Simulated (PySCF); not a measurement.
F$_{4}$Ge, SMILES `F[Ge](F)(F)F`.

Computed with PySCF, M06-2X/6-311G**, geometry: GFN2-xTB. No frequency check shows the geometry to be a minimum. GFN2-xTB bond lengths at metals and heavier atoms can be off by up to 0.1 Å and shapes distorted, which carries into these values.

Coordinates in Å:

```
F1       0.3591    1.3181   -0.9658
Ge2      0.0000   -0.0002   -0.0000
F3      -0.3592   -1.3178   -0.9657
F4       1.3180   -0.3589    0.9658
F5      -1.3181    0.3594    0.9658
```

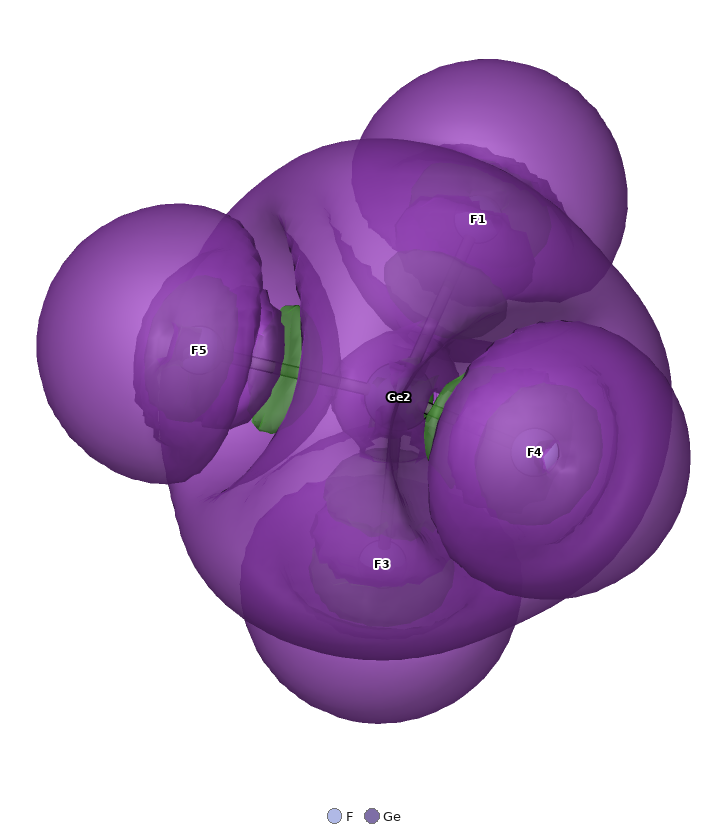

Fukui function f⁺ = ρ(N+1) − ρ(N) at fixed geometry, surfaces at ±0.01 e/Å³ (purple positive, green negative).

On which atoms does the density change most on addition of an electron?

Answer. f⁺ (Hirshfeld-condensed) is largest on Ge2 (0.47); the vertical electron affinity is −1.26 eV (the stability of the anion's solution wasn't checked; negative, but this basis has no diffuse functions, so it doesn't show that the anion is unbound). Condensed values hint at sites of nucleophilic attack but needn't mark the atom that reacts. Orbital relaxation makes it negative in places (0.10 e in all).
